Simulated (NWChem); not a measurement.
# [Si2NH6]− (SMILES [SiH2-]N[SiH3]): levels of theory compared

We compute a comparison of 4 runs (HF/STO-3G, HF/3-21G, B3LYP/6-31G*) of [Si2NH6]−. 

The results are computed with NWChem 7.3.0.

## Step 1: The system as given

[Si2NH6]− has 9 atoms, charge -1, and is taken as a singlet. As SMILES, `[SiH2-]N[SiH3]`. Geometry: relaxed at GFN2-xTB. This is one conformer, not always the lowest.

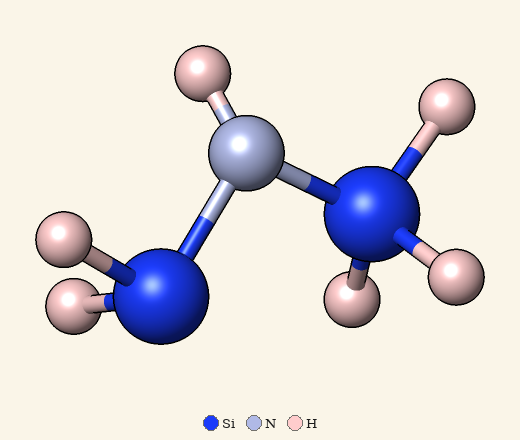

Viewed from a chosen angle; silicon blue, nitrogen light blue, hydrogen pink.

## Step 2: Energy and forces at HF/STO-3G (run 1)

run.py

```python
from ase import Atoms
from ase.calculators.nwchem import NWChem

mol = Atoms(['Si', 'N', 'Si', 'H', 'H', 'H', 'H', 'H', 'H'], positions=[
    [-1.282400, 0.757600, -0.484450],
    [0.480190, 0.643390, -0.155330],
    [0.510660, -0.723210, 0.837070],
    [-1.396090, -0.070050, -1.758320],
    [-1.281270, 2.117450, -1.157640],
    [1.178180, 0.759700, -0.882010],
    [1.941430, -1.132510, 1.059970],
    [-0.117270, -1.987540, 0.390380],
    [-0.033420, -0.364840, 2.150320],
])

calc = NWChem(
    label='struct',
    theory='scf',
    memory='2200 mb',
    basis='STO-3G',
    basispar='spherical bse',
    charge=-1,
    scf={'nopen': '0', 'rhf': None, 'thresh': '1e-08', 'maxiter': '80'},
)
mol.calc = calc

forces = mol.get_forces()
print(f"energy = {mol.get_potential_energy():.6f} eV")
print("forces (eV/A):")
for s, f in zip(mol.symbols, forces):
    print(f"{s:2s} {f[0]:10.5f} {f[1]:10.5f} {f[2]:10.5f}")
print("dipole (e A):", mol.get_dipole_moment().round(4))
```

Command:

```console
$ export ASE_NWCHEM_COMMAND="nwchem PREFIX.nwi > PREFIX.nwo"
$ python run.py
```

The program printed:

```text
energy = -17095.194323 eV
forces (eV/A):
Si   -1.68541    1.14810   -1.09148
N    -0.71831    0.47622   -0.15499
Si    2.11720   -1.63862    1.30879
H     0.55649    0.89073    0.58199
H     0.01805   -1.13375    0.12326
H     0.49926   -0.45678   -0.38659
H    -1.65805    0.24436    0.02993
H     0.43971    1.12553    0.45215
H     0.43107   -0.65579   -0.86302
dipole (e A): [ 0.7773 -0.6296  0.2795]
```

The calculator wrote struct.nwi:

```
title "struct"

permanent_dir struct

scratch_dir struct

start struct

geometry units angstrom nocenter noautosym noautoz
  Si -1.2824000000000000e+00 7.5760000000000005e-01 -4.8444999999999999e-01
  N  4.8019000000000001e-01 6.4339000000000002e-01 -1.5533000000000000e-01
  Si 5.1066000000000000e-01 -7.2321000000000002e-01 8.3706999999999998e-01
  H  -1.3960900000000001e+00 -7.0050000000000001e-02 -1.7583200000000001e+00
  H  -1.2812699999999999e+00 2.1174499999999998e+00 -1.1576400000000000e+00
  H  1.1781800000000000e+00 7.5970000000000004e-01 -8.8200999999999996e-01
  H  1.9414300000000000e+00 -1.1325099999999999e+00 1.0599700000000001e+00
  H  -1.1727000000000000e-01 -1.9875400000000001e+00 3.9038000000000000e-01
  H  -3.3419999999999998e-02 -3.6484000000000000e-01 2.1503199999999998e+00
end

charge -1

memory 2200 mb

basis spherical bse noprint
   * library STO-3G
end

scf
  nopen 0
  rhf
  thresh 1e-08
  maxiter 80
end

task scf gradient
```

struct.nwo, cut to the lines that bear on the results:

```text
[...]
      One-electron energy =  -1190.539214451167
[... 1 line left out ...]
 Nuclear repulsion energy =    153.228110768097
[... 37 lines left out ...]
                       ROHF Final Molecular Orbital Analysis
[... 175 lines left out ...]
     1   1 0 0      1.468947      0.000000    -13.514319
[...]
  wavefunction    =   RHF
                         RHF ENERGY GRADIENTS
    atom               coordinates                        gradient
                 x          y          z           x          y          z
   1 Si     -2.423385   1.431656  -0.915478    0.032776  -0.022327   0.021226
   2 N       0.907428   1.215831  -0.293531    0.013969  -0.009261   0.003014
   3 Si      0.965007  -1.366669   1.581833   -0.041173   0.031866  -0.025452
[... 5 lines of this table left out ...]
   9 H      -0.063155  -0.689448   4.063516   -0.008383   0.012753   0.016783
[...]
```

Wall time 2.6 s (1 thread of Intel Xeon Platinum 8488C (Sapphire Rapids), shared host); peak memory 0.1 GiB.

## Step 3: Energy and forces at HF/3-21G (run 2)

calc.nw

```
START calc
TITLE "H6NSi2"
memory 2200 mb
charge -1
GEOMETRY units angstroms noautosym nocenter noautoz
   Si   -1.282400    0.757600   -0.484450
   N     0.480190    0.643390   -0.155330
   Si    0.510660   -0.723210    0.837070
   H    -1.396090   -0.070050   -1.758320
   H    -1.281270    2.117450   -1.157640
   H     1.178180    0.759700   -0.882010
   H     1.941430   -1.132510    1.059970
   H    -0.117270   -1.987540    0.390380
   H    -0.033420   -0.364840    2.150320
END
BASIS spherical bse
   * library 3-21G
END
SCF
   singlet
   rhf
   thresh 1e-08
   maxiter 80
END
TASK scf gradient
```

Command:

```console
$ nwchem calc.nw > calc.out
```

The program printed:

```text
[...]
  functions       =    47
[...]
  wavefunction    = RHF
[...]
         Total SCF energy =   -632.394986316645
      One-electron energy =  -1189.283468387979
      Two-electron energy =    403.660371303237
 Nuclear repulsion energy =    153.228110768097
        Time for solution =      1.5s
[...]
                         RHF ENERGY GRADIENTS
    atom               coordinates                        gradient
                 x          y          z           x          y          z
   1 Si     -2.423385   1.431656  -0.915478    0.033287  -0.027951   0.007457
   2 N       0.907428   1.215831  -0.293531   -0.017640   0.001864   0.025260
   3 Si      0.965007  -1.366669   1.581833   -0.026782   0.017802  -0.032080
   4 H      -2.638228  -0.132375  -3.322743    0.001044   0.005157   0.012756
   5 H      -2.421249   4.001400  -2.187622    0.006445  -0.009155   0.006103
   6 H       2.226437   1.435625  -1.666757    0.005962  -0.004402  -0.007856
   7 H       3.668771  -2.140134   2.003053   -0.006521   0.004018  -0.002705
   8 H      -0.221608  -3.755906   0.737711    0.003230   0.007161   0.003097
   9 H      -0.063155  -0.689448   4.063516    0.000976   0.005506  -0.012032
[...]
```

Wall time 2.3 s (1 thread of Intel Xeon Platinum 8488C (Sapphire Rapids), shared host); peak memory 0.1 GiB.

Run 3 isn't shown in full; the table further down has it.

## Step 4: Energy and gradient at B3LYP/6-31G(d) (Cartesian functions) (run 4)

run.xyz

```xyz
9
H6NSi2 gradient
Si    -1.282400     0.757600    -0.484450
N      0.480190     0.643390    -0.155330
Si     0.510660    -0.723210     0.837070
H     -1.396090    -0.070050    -1.758320
H     -1.281270     2.117450    -1.157640
H      1.178180     0.759700    -0.882010
H      1.941430    -1.132510     1.059970
H     -0.117270    -1.987540     0.390380
H     -0.033420    -0.364840     2.150320
```

run.nw

```
start run
title "H6NSi2 gradient"
memory 2200 mb
charge -1

geometry units angstroms noautosym nocenter noautoz
  load run.xyz
end

basis cartesian
  * library 6-31G*
end

dft
  xc b3lyp
  mult 1
  grid xfine
  convergence energy 1e-08
  maxiter 100
  mulliken
end

task dft gradient
```

Command:

```console
$ nwchem run.nw > run.out
```

The program printed:

```text
[...]
          Wavefunction type:  closed shell.
          No. of atoms     :     9
          No. of electrons :    42
[...]
          Charge           :    -1
          Spin multiplicity:     1
[...]
          AO basis - number of functions:    65
[...]
              XC Information
              --------------
                         B3LYP Method XC Potential
                     Hartree-Fock (Exact) Exchange  0.200
                        Slater Exchange Functional  0.800 local
                    Becke 1988 Exchange Functional  0.720 non-local
              Lee-Yang-Parr Correlation Functional  0.810
                  VWN I RPA Correlation Functional  0.190 local
[...]
 d= 0,ls=0.0,diis     1   -637.2550122685 -7.90D+02  2.98D-02  6.21D-01     3.3
[...]
 d= 0,ls=0.0,diis     8   -637.3547161289 -6.24D-09  8.58D-06  1.42D-07    23.3
         Total DFT energy =     -637.354716128903
      One electron energy =    -1193.947513195572
           Coulomb energy =      454.661298554307
    Exchange-Corr. energy =      -51.296612255735
 Nuclear repulsion energy =      153.228110768097
[...]
      Total Density - Mulliken Population Analysis
     ---------------------------------------------
    Atom       Charge   Shell Charges
 -----------   ------   -------------------------------------------------------
    1 Si  14    14.16   2.00  1.99  5.96  1.06  1.66  0.47  0.90  0.11
    2 N    7     7.77   1.99  0.78  2.51  0.84  1.63  0.02
    3 Si  14    13.62   2.00  1.99  5.96  0.99  1.81  0.20  0.45  0.21
    4 H    1     1.17   0.51  0.65
    5 H    1     1.16   0.51  0.64
    6 H    1     0.73   0.51  0.22
    7 H    1     1.16   0.52  0.64
    8 H    1     1.13   0.52  0.61
    9 H    1     1.10   0.52  0.57
[...]
  wavefunction    = closed shell
                         DFT ENERGY GRADIENTS
    atom               coordinates                        gradient
                 x          y          z           x          y          z
   1 Si     -2.423385   1.431656  -0.915478    0.023158  -0.010098   0.002511
   2 N       0.907428   1.215831  -0.293531   -0.013189  -0.003447   0.002005
   3 Si      0.965007  -1.366669   1.581833   -0.012629   0.002523  -0.011634
   4 H      -2.638228  -0.132375  -3.322743    0.001471   0.001452   0.009402
   5 H      -2.421249   4.001400  -2.187622    0.003542  -0.006496   0.005201
   6 H       2.226437   1.435625  -1.666757   -0.001207   0.001318   0.002674
   7 H       3.668771  -2.140134   2.003053   -0.006292   0.002532  -0.001252
   8 H      -0.221608  -3.755906   0.737711    0.003502   0.008386   0.001923
   9 H      -0.063155  -0.689448   4.063516    0.001644   0.003830  -0.010830
[...]
```

Wall time 30 s (1 thread of Intel Xeon Platinum 8488C (Sapphire Rapids), shared host); peak memory 0.15 GiB.

## Step 5: Overview of the runs

```
run                               level  iteration cap  module  energy (Eh)  HOMO energy (eV)  LUMO energy (eV)  HOMO–LUMO gap (eV)  wall time
  1                           HF/STO-3G             80     scf  -628.236809              2.54             18.26               15.72      2.6 s
  2                            HF/3-21G             80     scf  -632.394986             -1.83              8.94               10.77      2.3 s
  3  B3LYP/6-31G* (spherical functions)            100     dft  -637.350170              0.52              5.07                4.55       32 s
  4  B3LYP/6-31G* (Cartesian functions)            100     dft  -637.354716              0.52              5.04                4.52       30 s
```

## Step 6: Summary of results

| quantity | value |
| --- | --- |
| run 4: total energy | -637.35472 Eh |
| run 4: HOMO energy | 0.52 eV |
| run 4: LUMO energy | 5.04 eV |
| run 4: HOMO–LUMO gap (to an unbound level, set by the basis) | 4.52 eV |
| run 4: largest force on an atom | 1.306 eV/Å |

The HOMO–LUMO gap runs from 4.52 eV (B3LYP/6-31G*) to 15.72 eV (HF/STO-3G). The two ends differ in method and basis. The empty levels of an anion lie above zero and hang on the basis. In runs 1, 3, 4 the HOMO lies above zero, so the outermost electron may be held by the basis alone. In run 1 the basis is minimal, so the values are rough. All runs together took 67 s, the longest 32 s.
